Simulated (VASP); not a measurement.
Band structure of KCl (space group Fm-3m). Computed with PBE GGA, VASP's PBE PAW potentials (set 64) (plane waves; VASP 6.6.1).

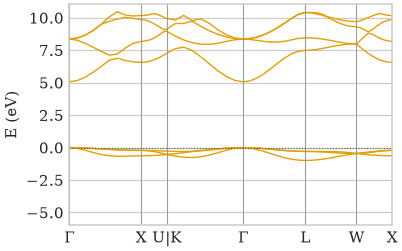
Figure. Bands along high-symmetry lines, zero at the valence-band maximum or, without a gap, the Fermi level

Q: Read the plot: is there a gap, and where are the band edges?

A: The gap is direct, 5.06 eV, from the valence maximum at Γ to the conduction minimum at Γ.

The structure is a typed KCl crystal (Fm-3m). The cell was not relaxed at this level.
